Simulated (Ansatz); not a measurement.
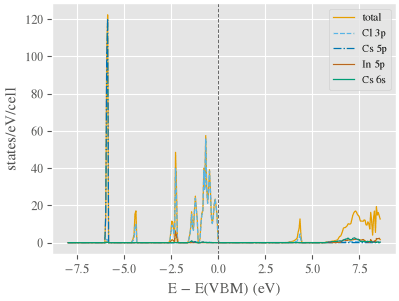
Figure: Total and projected density of states of Cs2KInCl6 in space group Fm-3m (No. 225; K on 4b, Cs on 8c, In on 4a, Cl on 24e), DFT-PBEsol in the program Ansatz with PAW potentials

**Question.** Which orbitals carry the states next to the gap?

**Answer.** Top 1 eV of the valence band: Cl 3p 98 %. Bottom 1 eV of the conduction band: In 5s 48 %, Cl 3p 36 %, Cl 3s 5 %, outside the projected shells 7 %. Projections are on Löwdin-orthogonalised atomic valence shells; empty p or d shells of many metals are not among them.

**Question.** Where is the tallest occupied peak in this window, and what makes it?

**Answer.** Near -5.8 eV, about 120 states/eV per cell; the largest projected share is Cs 5p.

The workflow started from a Materials Project entry (that database holds measured and hypothetical structures alike); the Crystallography Open Database copy checked does not list it. Whether it is the stable phase at ambient conditions was not checked. Symmetry was held in the PBEsol relaxation; its stability against distortions is not shown here. Spin–orbit coupling is left out wherever it is not named.

Potentials: the later of the program's two PAW sets.
